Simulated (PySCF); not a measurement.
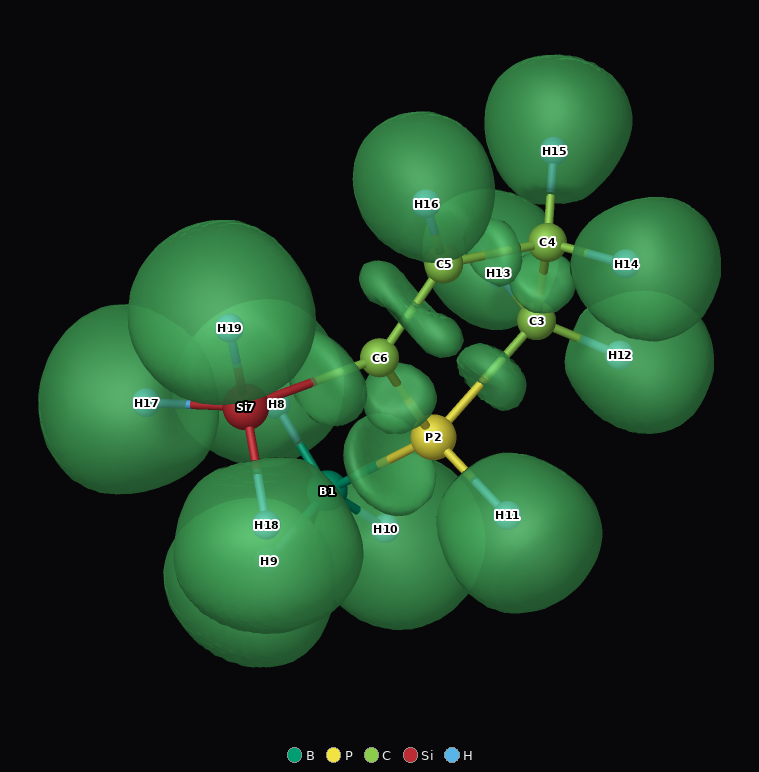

The picture shows: C4H12BPSi. Isosurface of the electron localisation function at 0.85 (green), seen at an oblique angle. Core shells and regions of very low density are left out.

Geometry: GFN2-xTB.

Level of theory: PBE0/pcSseg-1, SCF density, gas phase, non-relativistic in PySCF 2.14.0.

The calculation's input:

```
{"job": {"kind": "nmr", "xc": "PBE0", "basis": "pcSseg-1"}, "charge": 0, "multiplicity": 1}
B     -0.165126     2.422056    -0.662661
P     -0.508864     0.812926     0.306955
C     -1.842828    -0.320001    -0.284334
C     -1.344116    -1.752878    -0.061653
C      0.147510    -1.700507     0.077330
C      0.723320    -0.519820     0.299985
Si     2.555254    -0.147707     0.517889
H      0.087155     2.022634    -1.761353
H      0.760063     2.936955    -0.116304
H     -1.171431     3.057653    -0.607708
H     -0.792450     0.856065     1.681576
H     -2.794978    -0.117508     0.207387
H     -1.968202    -0.116793    -1.352175
H     -1.765577    -2.172020     0.858081
H     -1.639516    -2.411962    -0.880972
H      0.703529    -2.625856     0.023317
H      3.016954     0.687356    -0.587036
H      2.728625     0.531387     1.805405
H      3.260877    -1.432730     0.528809
```

Command:

```sh
OMP_NUM_THREADS=1 python probes_run.py task.json out
```

**What do the ELF domains correspond to?**

The ELF exceeds this value in one region between bonded B–P atoms (shared pairs), three regions between bonded C–C atoms (shared pairs), two regions between bonded C–P atoms (shared pairs), one region between bonded C–Si atoms (shared pairs) and twelve regions around hydrogen nuclei.

Values along the shortest contacts:
C–C (1.33 Å): the ELF peaks at about 0.90 between the atoms; a multiple bond. C–P (1.82 Å): the ELF peaks at about 0.95 between the atoms: a shared electron pair.
